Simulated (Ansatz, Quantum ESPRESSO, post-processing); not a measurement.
# From contact to tunnelling: vacuum gaps between two Na(110) faces, part 5 of 5

Aim: how the conductance falls as the barrier grows, for vacuum gaps between two Na(110) faces.

Quantum ESPRESSO 7.5; plane-wave DFT, PBE, GBRV ultrasoft pseudopotentials; cross-check by Ansatz 0.2.0 with PAW datasets.

So far. Step 12 (Transmission with pwcond.x, 8 Å): T goes from 0.0381 to 0.00841, a factor of 4.5. Step 13 (Cross-check with Ansatz, 8 Å): Ansatz finds T = 0.00810 against pwcond's 0.00841.

### Step 15. Transmission with pwcond.x, 9 Å

Level of this step: transmission by pwcond, lead and junction from one cell; plane-wave DFT, PBE, GBRV ultrasoft pseudopotentials (Quantum ESPRESSO).

j4.cond.in

```
&inputcond
  outdir = './out'
  prefixt = 'j4.scf'
  tran_file = 'j4.cond.dat'
  bdl = 1.4142135619
  bds = 9.9210317357
  ikind = 1
  ewind = 4.0
  epsproj = 1e-05
  nz1 = 7
  energy0 = 0.4
  denergy = -0.4
/
21
  0.00000000 0.00000000 0.01562500
  0.00000000 0.12500000 0.03125000
  0.00000000 0.25000000 0.03125000
  0.00000000 0.37500000 0.03125000
  0.00000000 0.50000000 0.01562500
  0.12500000 0.00000000 0.06250000
  0.12500000 0.25000000 0.06250000
  0.12500000 0.37500000 0.06250000
  0.12500000 0.50000000 0.06250000
  0.25000000 0.00000000 0.06250000
  0.25000000 0.12500000 0.03125000
  0.25000000 0.37500000 0.06250000
  0.25000000 0.50000000 0.06250000
  0.25000000 0.62500000 0.03125000
  0.37500000 0.00000000 0.06250000
  0.37500000 0.12500000 0.06250000
  0.37500000 0.50000000 0.06250000
  0.37500000 0.62500000 0.06250000
  0.50000000 0.00000000 0.03125000
  0.50000000 0.12500000 0.06250000
  0.50000000 0.25000000 0.03125000
3
```

Run with:

```bash
OMP_NUM_THREADS=1 mpirun -n 4 pwcond.x -in j4.cond.in > j4.cond.out
```

Numbers of over 12 decimals in the logs are rounded to 6 here.

Output:

```text
[banner, memory and clock lines left out]
Program PWCOND v.7.5 starts
[citation notice left out]

[...]
./out/j4.scf.save/

     IMPORTANT: XC functional enforced from input :
     Exchange-correlation= PBE
                           (   1   4   3   4   0   0   0)
     Any further DFT definition will be discarded
     Please, verify this is what you really want

     Reading collected, re-writing distributed wavefunctions

===== INPUT FILE containing all the regions =====

     GEOMETRY:

     lattice parameter (alat)  =       7.9368  a.u.
[...]
---  E-Ef =   -0.4000000  k =    0.5000000   0.2500000
---  ie =          3  ik =         21
 Nchannels of the left tip =            1
 Right moving states:
   k1(2pi/a)   k2(2pi/a)   E-Ef (eV)
   0.4232958   0.0000186  -0.4000000
 Left moving states:
   k1(2pi/a)   k2(2pi/a)   E-Ef (eV)
  -0.4232958   0.0000186  -0.4000000

 to transmit
 Band j to band i transmissions and reflections:
    j         i     |T_ij|^2    |R_ij|^2

    1 -->     1     0.00005     0.99995
   Total T_j, R_j =    0.00005  0.99995

E-Ef(ev), T(x2 spins) =   -0.4000000   0.0001059
   T_tot     0.40000      0.11270E-01
   T_tot     0.00000      0.37686E-02
   T_tot    -0.40000      0.14399E-02

[...]
```

Elapsed: 3.6 min, on 4 MPI ranks of Arm Neoverse N1, shared host; peak memory 0.29 GiB.

Numbers from this step:

- transmission at the Fermi level, one spin: 0.001884
- conductance: 0.001884 G₀

Per spin; mean over the k mesh across the current. Table of transmission, zone mean by energy, zero at the Fermi level:

```tsv
energy (eV)	transmission, zone mean
-0.400	7.2e-4
0.000	0.00188
0.400	0.00564
```

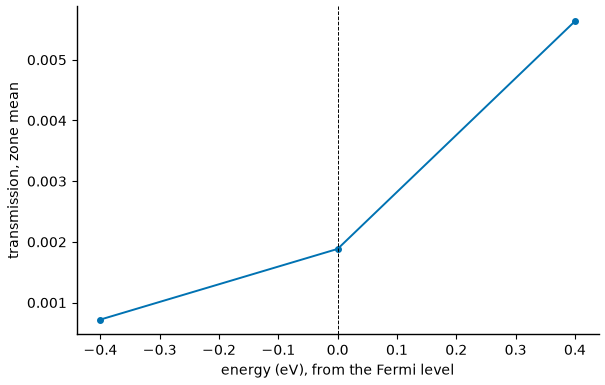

Transmission, zone mean against energy.

T goes from 0.00841 to 0.00188, a factor of 4.5.

### Step 16. The same in Ansatz, 9 Å

Level of this step: plane-wave DFT, PBE, Ansatz PAW (Ansatz 0.2.0).

input.yaml

```yaml
crystal:
  lattice:
    - [4.2, 0.0, 0.0]
    - [2.1, 2.969848481, 0.0]
    - [0.0, 0.0, 41.6683332908]
  atoms:
    - { symbol: Na, position: [0.0, 0.0, 0.0] }
    - { symbol: Na, position: [0.5, 0.0, 0.0712735127] }
    - { symbol: Na, position: [0.0, 0.0, 0.1425470254] }
    - { symbol: Na, position: [0.5, 0.0, 0.213820538] }
    - { symbol: Na, position: [0.0, 0.0, 0.2850940507] }
    - { symbol: Na, position: [0.5, 0.0, 0.3563675634] }
    - { symbol: Na, position: [0.0, 0.0, 0.5723589239] }
    - { symbol: Na, position: [0.5, 0.0, 0.6436324366] }
    - { symbol: Na, position: [0.0, 0.0, 0.7149059493] }
    - { symbol: Na, position: [0.5, 0.0, 0.786179462] }
    - { symbol: Na, position: [0.0, 0.0, 0.8574529746] }
    - { symbol: Na, position: [0.5, 0.0, 0.9287264873] }
kpoints:
  mp_grid: { grid: [7, 8, 1] }
hamiltonian:
  xc: pbe
scf:
  occupations: { method: fermi_dirac, width: 0.1 }
  convergence: { dr2_threshold: 1.0e-08 }
output:
  transmission: { leads: [[0, 2]], e_range: [-0.4, 0.4], de: 0.4, kmesh: [8, 8] }
  write_potential: true
  write_density: true
  volumetric_format: npy
  elf: true
```

Run with:

```bash
ansatz run input.yaml --threads 4 --pin off --max-ram 8192MiB --backend cpu --events-out ev --progress --plain --runs-dir out
```

Output:

```text
[...]
Crystal: 12 atoms, lattice volume = 519.744 Å³
Basis set: ecut = 420 eV, 9985 PW (Γ)
Bands: 66, of which v1, the nominal top of the filled ones, is band 54 counted from 1 (53 counted from 0)
Symmetry: 4 space group operations
k-points: 29 of 56
[...]
k-point 28: bands = [... 50 lower, 1.2919, 1.3890, 1.4608, 1.4608, 1.5801, 1.6747, 1.7448, 1.9102, ... 8 higher]
--- Transmission ---
  basis      : 103 plane waves across, 55 finite elements along
  points     : 34, standing for a mesh of 8 x 8
[...]
channels       : 8.593750e-1 a spin
[...]
slowest decay  : 0.1684 /Å at (0.1250, 0.5000)
  junction   : crystal 0 to crystal 0, -1.48 to 34.24 Å
    transmission   : 1.766548e-3 a spin
[...]
[key lines of the parts left out:]
SCF converged after 7 iterations
Free energy (F): -17836.739797 eV
Fermi energy:    1.131561 eV
```

Run time: 91 s. Hardware: 4 threads; peak memory 1.6 GiB; 5.7 min of CPU time.

Numbers from this step:

| Property | Result |
| --- | --- |
| free energy | -17836.7398 eV |
| energy at zero smearing | -17836.6369 eV |
| smearing term TS | 0.2059 eV |
| Fermi energy | 1.132 eV |
| transmission at the Fermi level, one spin | 0.001767 |

Per spin; mean over the k mesh across the current. Transmission, zone mean against energy, zero at the Fermi level:

```tsv
energy (eV)	transmission, zone mean
-0.400	6.8e-4
0.000	0.00177
0.400	0.00530
```

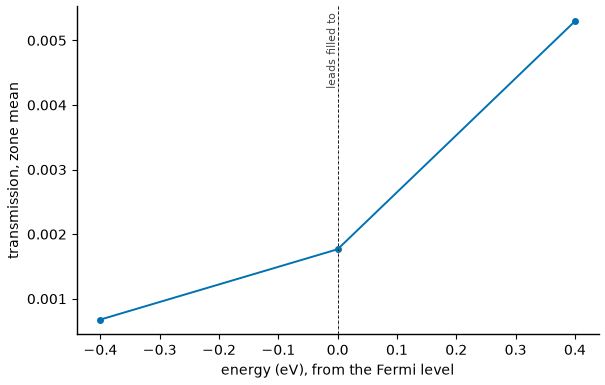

Transmission, zone mean, plotted against energy.

Ansatz finds T = 0.00177 against pwcond's 0.00188.

### Step 17. The series side by side

All levels:

```tsv
level	T by pwcond	T by Ansatz	lead channels	CPU time (s)
5 Å	0.3342	0.3399	0.8594	2044
6 Å	0.1348	0.136	0.8594	2261
7 Å	0.03805	0.03709	0.8594	2596
8 Å	0.008405	0.008103	0.8594	2672
9 Å	0.001884	0.001767	0.8594	2411
```

### Step 18. A check by hand

For the narrowest barrier, the Landauer sum over the mesh, Σ w T = 0.0625 × 0.832 + 0.0625 × 0.651 + 0.0625 × 0.629 + … = 0.3342.

G = 0.334 × 77.48 µS = 25.9 µS a cell. Times the area of 12.473 Å², the resistance-area product is A/G = 4.82 fΩ m², the leads' contact resistance included.

Free electrons at 1 an atom (2 atoms in 74.1 Å³) have k_F = 0.928 1/Å and offer A k_F²/4π = 0.85 channels per spin; the lead has 0.86 on this mesh.

κ = ln(T₁/T₂)/(2Δd) = ln(0.008405/0.001884)/(2 × 1 Å) = 0.75 1/Å.

### Step 19. What came out

| Property | Result |
| --- | --- |
| conductance a cell at 5 Å | 0.334 G₀ |
| conductance a cell at 6 Å | 0.135 G₀ |
| conductance a cell at 7 Å | 0.0381 G₀ |
| conductance a cell at 8 Å | 0.00841 G₀ |
| conductance a cell at 9 Å | 0.00188 G₀ |
| fall of ln T per Å over the last interval | 1.50 |

**Reading.** The conductance goes from 0.334 G₀ at 5 Å to 0.00188 G₀ at 9 Å (PBE, GBRV ultrasoft). Interval by interval ln T falls by 0.91, 1.26, 1.51 and 1.50 per Å. The last interval gives κ = 0.75 1/Å in T ∝ exp(−2κd), an apparent barrier of (κ/0.512)² = 2.1 eV. Ansatz follows the series within a factor of 1.07. Points with over 2.5 times the mean carry up to 66 % of T, so the means lean on few points, and the mesh was not tested. The geometries are as built, not relaxed, and the leads are short. Semilocal functionals lack the image potential in a vacuum gap.

[Logs are printed without paths, hosts, clocks, repeated set-up lines and the standing remarks that a program may print on its own settings, such as how far it seeks lower states.]

[Hosts, paths, dates, database ids (printed as entryN), source tags and the programs' standing remarks are cut or masked in the printed files.]

[Maps of the electrostatic potential energy from Ansatz leave out the sawtooth potential of an applied field or a dipole correction, so their vacuum need not be flat; planar profiles and work functions include it.]
